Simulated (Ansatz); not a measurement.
AgCl (space group Fm-3m, No. 225): the input geometry of an electronic-structure calculation (not necessarily at equilibrium); the starting structure was generated, so it need not be a known form of this composition.

```
CELL_PARAMETERS angstrom
5.54637 0.00000 0.00000
0.00000 5.54637 0.00000
0.00000 0.00000 5.54637
ATOMIC_POSITIONS crystal
Ag 0.00000 0.00000 0.00000
Cl 0.50000 0.00000 0.00000
Ag 0.00000 0.50000 0.50000
Cl 0.50000 0.50000 0.50000
Ag 0.50000 0.00000 0.50000
Cl 0.00000 0.00000 0.50000
Ag 0.50000 0.50000 0.00000
Cl 0.00000 0.50000 0.00000
```

Describe the stacking along [111], with columns A (0, 0), B (1/3, 2/3), C (2/3, 1/3) of the hexagonal mesh spanned by (a − b)/2 and (b − c)/2.

Ag(A) – Cl(C) – Ag(B) – Cl(A) – Ag(C) – Cl(B) (six layers in 9.61 Å).

Cl layers alone: CAB, the cubic close-packed type.

Ag: three octahedral sites in each hexagonal cell.

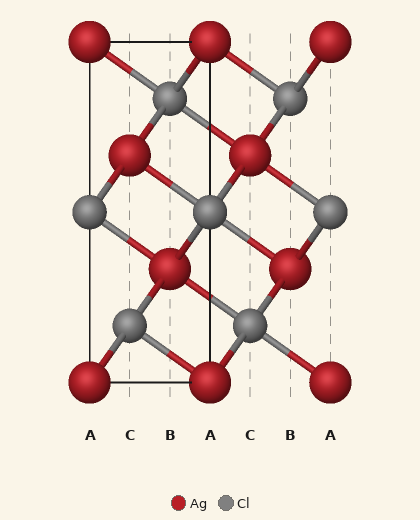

Projection along an edge of the hexagonal mesh, stacking direction [111] upwards. The dashed lines mark the three columns A (0, 0), B (1/3, 2/3) and C (2/3, 1/3). The box is the hexagonal cell of the face-centred cubic lattice. The sequence starts with the first layer at or above the cell's origin.
